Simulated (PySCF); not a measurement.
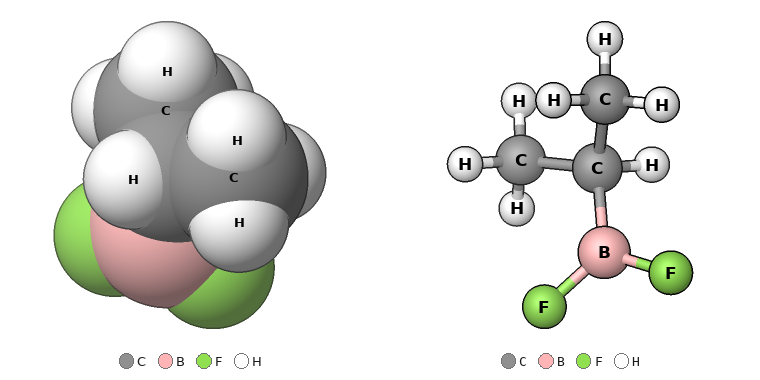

Two views of one molecule.

Computed geometry: PBE0-D3(BJ)/def2-SVP optimisation. No frequency run is at hand to confirm it as a minimum.

Description:

It has 13 atoms: 3 carbon, 7 hydrogen, 1 boron and 2 fluorine (C₃H₇BF₂). Its SMILES string is `CC(C)B(F)F`. It has no ring. Coordination: 3 C tetrahedral; 1 B trigonal planar.

The parts below concern this one geometry. Atoms keep their numbers from picture to picture.

### NMR shielding

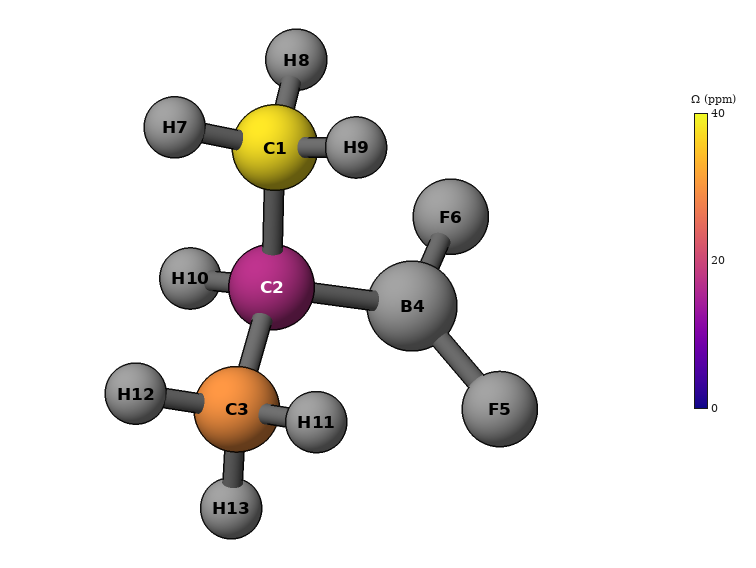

The C atoms are coloured by the span of their shielding tensor. No frequency run is at hand to confirm it as a minimum. Properties computed with GIAO CAM-B3LYP/pcSseg-1 NMR shielding, non-relativistic, gas phase (PySCF 2.14.0). Principal shieldings σ11 ≤ σ22 ≤ σ33, span Ω = σ33 − σ11, skew κ = 3(σiso − σ22)/Ω.

> Which C atom has the most anisotropic shielding?

C1, with a span of 38 ppm.

Give the shielding tensors of the C atoms.

| atom | σ11 | σ22 | σ33 | σiso | Ω | κ |
| --- | --- | --- | --- | --- | --- | --- |
| C1 | 147.0 | 161.4 | 184.8 | 164.4 | 37.7 | 0.24 |
| C2 | 159.1 | 170.3 | 176.1 | 168.5 | 17.1 | −0.32 |
| C3 | 153.1 | 158.9 | 182.9 | 165.0 | 29.8 | 0.61 |

Shieldings and span in ppm.

### Dipole moment

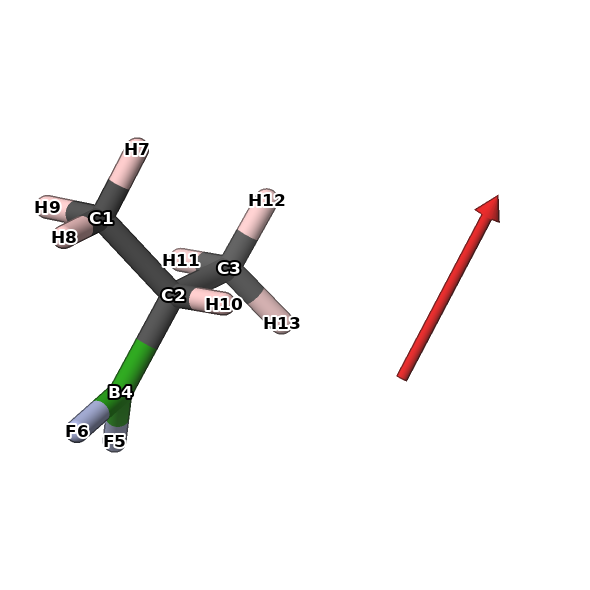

The arrow beside the molecule shows the direction of the dipole moment, from the negative to the positive end (its length means nothing). No frequency run is at hand to confirm it as a minimum. Method: WP04/pcSseg-1, gas phase (PySCF 2.14.0).

> How large is the dipole moment?

1.76 D; it points from the side of F5, F6 to the side of H7, H12 (the outermost atoms at the two ends).

### Spin–spin coupling

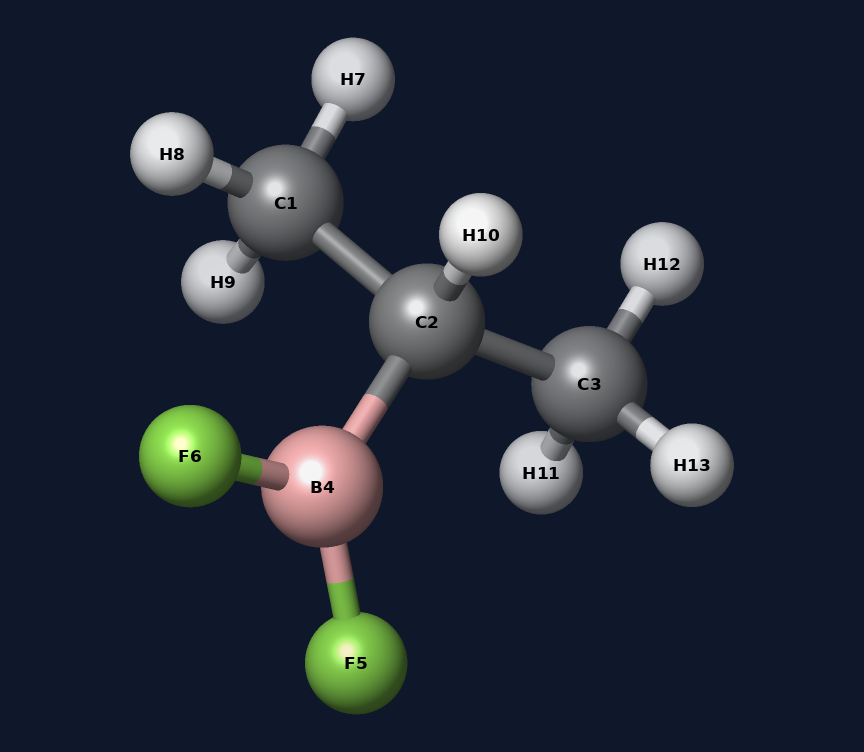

No frequency run is at hand to confirm it as a minimum. Properties computed with B3LYP/cc-pVTZ indirect spin-spin coupling, non-relativistic, gas phase (PySCF 2.14.0). Isotopes: 11B, 13C, 19F, 1H.

Give the spin–spin coupling constants of these pairs, with the number of bonds between them: C2/B4, B4/F6, C1/B4, C2/F6, B4/H10, C1/F6, F5/H10, F6/H10.

```csv
pair,bonds apart,J (Hz)
"C2, B4",1,74.4
"B4, F6",1,−164.5
"C1, B4",2,−2.3
"C2, F6",2,29.0
"B4, H10",2,−7.6
"C1, F6",3,−1.9
"F5, H10",3,5.3
"F6, H10",3,−1.5
```

Density functionals are unreliable for couplings to fluorine, so those rows may be far off.
